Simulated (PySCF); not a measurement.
```xyz
15

F     2.7585   -0.7639   -1.9047
C     2.4508   -0.0882   -0.7899
F     2.5385    1.2328   -1.0851
F     3.5102   -0.2976    0.0611
C     1.1473   -0.4611   -0.2485
N     0.5416    0.3254    0.6866
Si   -1.0683    0.0819    1.3263
Si   -2.6128    0.0609   -0.4071
H     0.7438   -1.4283   -0.4679
H     1.0390    1.1843    0.8676
H    -1.1336    1.1863    2.2850
H    -0.9895   -1.1779    2.0802
H    -3.6566   -0.9421   -0.1754
H    -3.2950    1.3498   -0.5588
H    -1.9784   -0.2542   -1.6913
```

Geometry: GFN2-xTB.

Theory: UKS B3LYP, pcH-1 on C F H N Si, non-relativistic, mean-field spin-orbit, GIAO in PySCF.

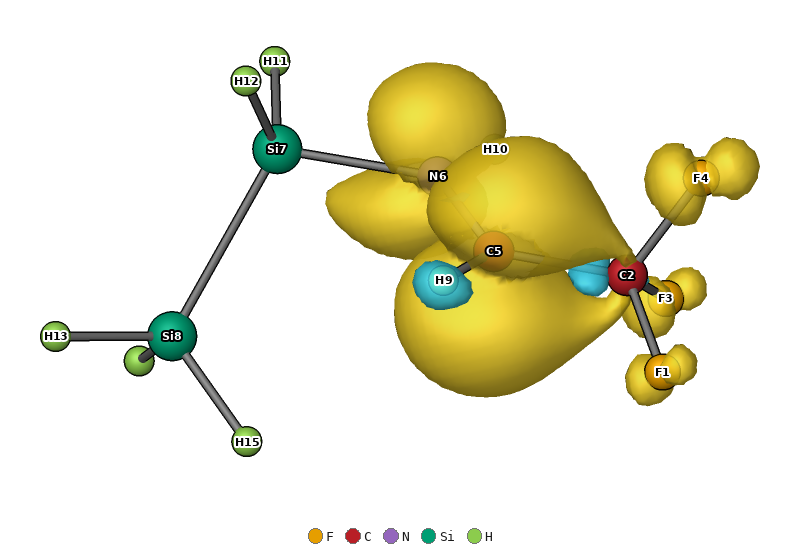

C$_{2}$H$_{7}$F$_{3}$NSi$_{2}$ (SMILES FC(F)(F)[CH]N[SiH2][SiH3]) (doublet). Isosurfaces of the spin density at +0.02 (yellow) and −0.02 e/Å³ (cyan), seen at a tilt.

**Where is the unpaired spin?**

The unpaired spin (1 electron) lies mostly on C5 (about 0.5), N6 (about 0.2) and C2 (about 0.1), in electrons by Hirshfeld's partition.
